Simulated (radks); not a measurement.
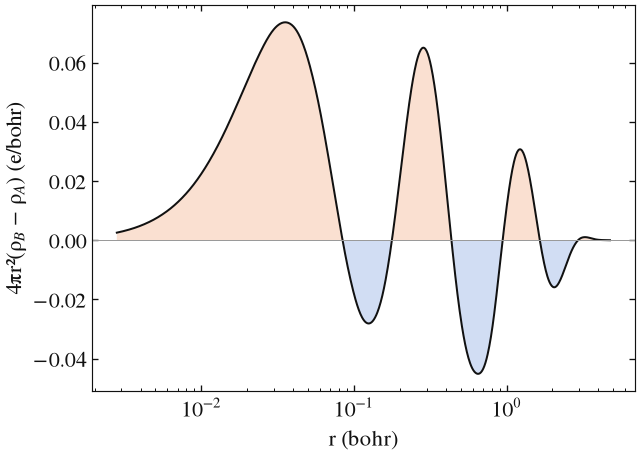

Ar³⁺ (Z = 18, 15 electrons) in [Ne] 3s2 3p3 (high spin) was computed by two methods: LDA (Perdew-Zunger); PW91. Both runs are scalar-relativistic, spin-polarised and spherical. Computed with the in-house radial solver radks.

The plot shows the radial density of run B less that of run A; on the logarithmic r axis, areas aren't charges.

A is LDA (Perdew-Zunger) and B is PW91.

Where does the charge move between the methods?

B holds 0.028 electrons more than A where the difference is positive (most at r = 0.035 bohr) and as many fewer where it is negative (most at r = 0.65 bohr), out of 15 electrons.
